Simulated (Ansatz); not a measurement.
Process, species as SMILES: C(F)(F)(F)F → F[C](F)F + F atom
B3LYP-D3(BJ)/def2-TZVP geometries, fixed; electronic energies without zero-point terms.
Largest species:
```
C
F 1 1.3260
F 1 1.3260 2 109.47
F 1 1.3260 2 109.47 3 120.00
F 1 1.3260 2 109.47 4 120.00
```
Charge 0, spin multiplicity 1.

Basis-set convergence of the bond dissociation energy at B2PLYP with Ansatz (a program for electronic structure). All functions are spherical. Cores are frozen. Open shells are unrestricted. No added dispersion term, no relativity. Functions are those of the species that has most. Reference: the value in aug-cc-pVQZ, 128.48 kcal/mol, itself unsure by roughly 0.19 kcal/mol (its mean distance from def2-QZVPPD, pcseg-3, def2-QZVPP). Deviations are taken from unrounded values.

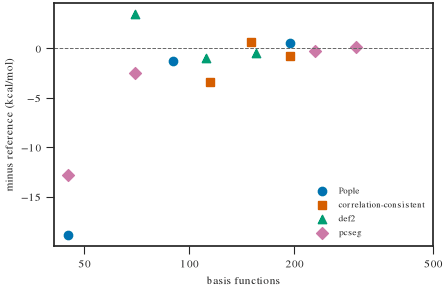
Figure. Deviation from the reference against the number of basis functions, by family of sets.

```tsv
basis	functions	bond dissociation energy (kcal/mol)	minus reference (kcal/mol)
6-31G	45	109.62	-18.86
pcseg-0	45	115.64	-12.85
def2-SVP	70	131.93	3.44
pcseg-1	70	125.97	-2.52
6-311G**	90	127.24	-1.25
def2-SVPD	112	127.55	-0.94
aug-cc-pVDZ	115	125.12	-3.37
cc-pVTZ	150	129.16	0.68
def2-TZVPP	155	128.04	-0.45
6-311++G(3df,3pd)	195	129.05	0.57
jun-cc-pV(T+d)Z	195	127.72	-0.76
aug-pcseg-2	230	128.22	-0.26
pcseg-3	300	128.62	0.13
```
